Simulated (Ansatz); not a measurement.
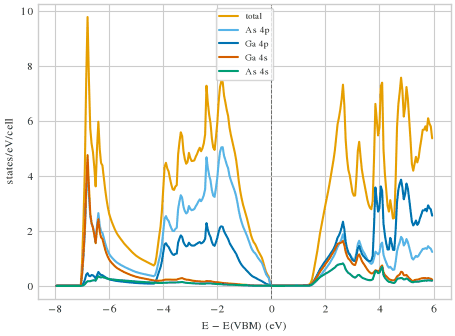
*Total and projected density of states of GaAs in space group P6_3mc (No. 186; Ga on 2b, As on 2b, Ga on 2a, As on 2a), plane-wave PAW r²SCAN (Ansatz code)*

Task: Which orbitals carry the states next to the gap?

Result: Top 1 eV of the valence band: As 4p 77 %, Ga 4p 20 %. Bottom 1 eV of the conduction band: Ga 4p 31 %, Ga 4s 27 %, As 4p 18 %, As 4s 17 %, outside the projected shells 7 %. Projections are on Löwdin-orthogonalised atomic valence shells; empty p or d shells of many metals are not among them.

Task: Where is the tallest occupied peak in this window, and what makes it?

Result: Near -6.8 eV, about 9.8 states/eV per cell; the largest projected share is Ga 4s.

The start of the workflow was typed in or built on a structure type; the Crystallography Open Database copy checked does not list it. It is not the phase usual at ambient conditions (space group No. 216). The r²SCAN relaxation kept the symmetry of its start; whether a distortion lowers the energy is not shown. Spin–orbit coupling is left out wherever it is not named.

Potentials: the later of the program's two PAW sets.
